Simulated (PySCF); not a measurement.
| atom | x (Å) | y (Å) | z (Å) |
| --- | --- | --- | --- |
| C | -0.8796 | 1.6555 | 0.7229 |
| C | -0.4348 | 0.4862 | 0.2803 |
| C | 0.9478 | 0.3556 | -0.3060 |
| B | 1.9416 | -0.4735 | 0.5960 |
| F | 1.5825 | -1.1081 | 1.6939 |
| F | 3.2251 | -0.5850 | 0.3178 |
| Si | -1.4610 | -1.0946 | 0.3789 |
| F | -0.9342 | -2.0235 | -0.8349 |
| H | -0.2833 | 2.5544 | 0.6752 |
| H | -1.8615 | 1.7628 | 1.1509 |
| H | 1.3702 | 1.3434 | -0.5135 |
| H | 0.8764 | -0.1518 | -1.2739 |
| H | -1.2290 | -1.8781 | 1.5802 |
| H | -2.8608 | -0.8437 | 0.0701 |

Geometry: GFN2-xTB.

Level of theory: PBE0/def2-SVPD, SCF density, gas phase in PySCF.

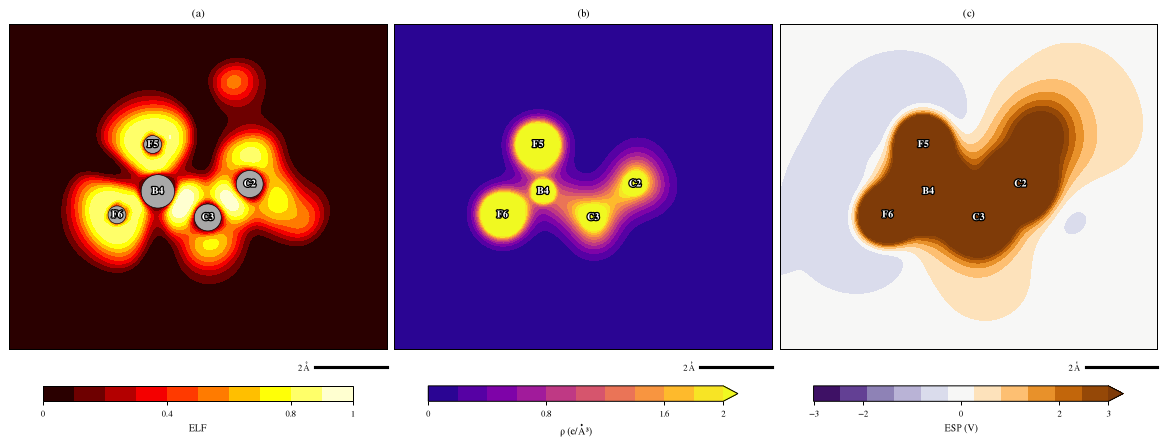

C3H6BF3Si. (a) ELF; (b) electron density; (c) molecular electrostatic potential on the plane of atoms C3, B4 and F5. Grey discs cover the atomic cores in the ELF map.

> Describe what can be read from this map.

The plane passes through C, B and F nuclei. B–F (1.32 Å): the density is about 2.2 e/Å³ at the midpoint; the ELF peaks at about 0.85 between the atoms: a polar covalent bond. C–B (1.58 Å): the density is about 1.4 e/Å³ at the midpoint; the ELF peaks at about 1 between the atoms: a covalent bond. C–C (1.51 Å): the density is about 1.7 e/Å³ at the midpoint; the ELF peaks at about 0.95 between the atoms; localised, covalent bonding. The ELF also peaks beside F6 and F5, away from the bonds: lone-pair regions. Outside the dense part of the molecule the potential is most negative (−0.8 V) near F6.
